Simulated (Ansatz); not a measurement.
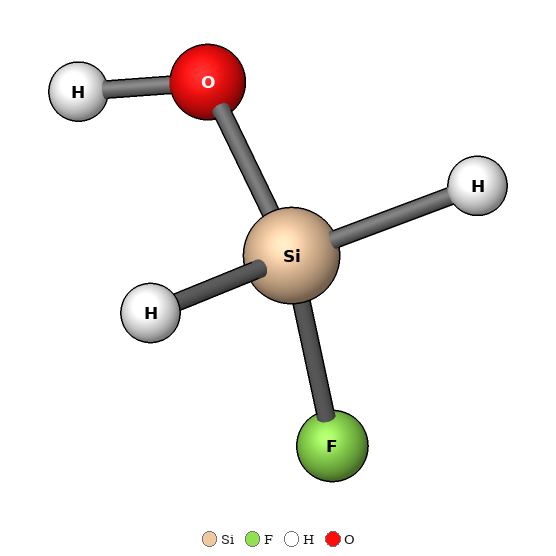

Sticks follow a distance rule. Harmonic vibrations computed with RKS PBE0-D4/def2-TZVP (Ansatz 0.2.0) at a stationary point of the same level.

How many imaginary frequencies does it have?

A minimum: no imaginary frequency, and the lowest mode lies at 244 cm⁻¹.

List the wavenumbers.

12 modes: 244, 335, 646, 759, 833, 874, 916, 968, 987, 2247, 2292, 3928 cm⁻¹.
